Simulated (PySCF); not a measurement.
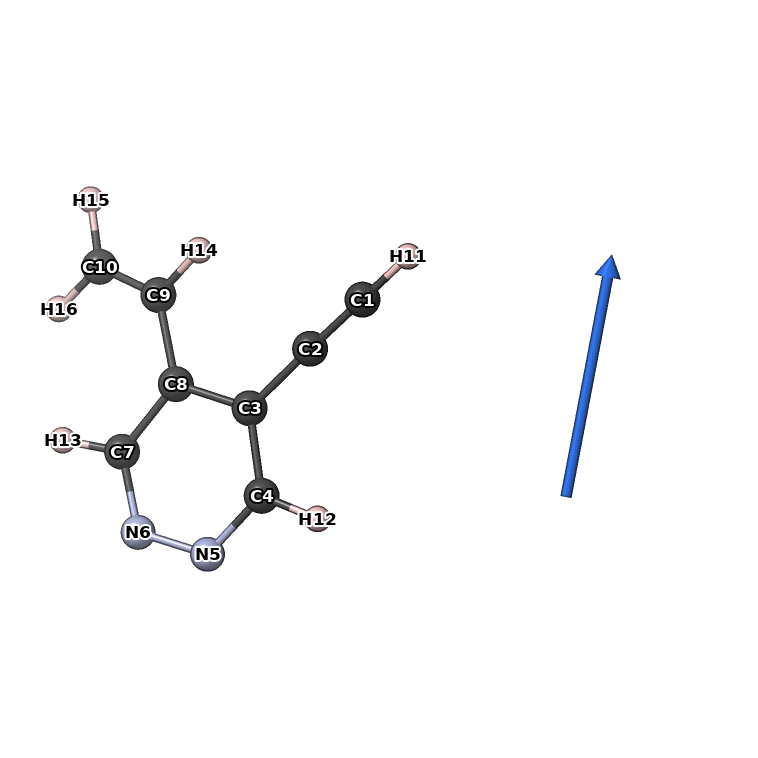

The arrow beside the molecule shows the direction of the dipole moment, from the negative to the positive end (its length means nothing). The geometry was computed by an optimisation with GFN2-xTB. No frequency run is at hand to confirm it as a minimum. Method: CAM-B3LYP/def2-SVPD, gas phase (PySCF 2.14.0).

> Estimate the dipole moment.

4.60 D; it points from the side of N5, N6 to the side of H11, H15 (the outermost atoms at the two ends).
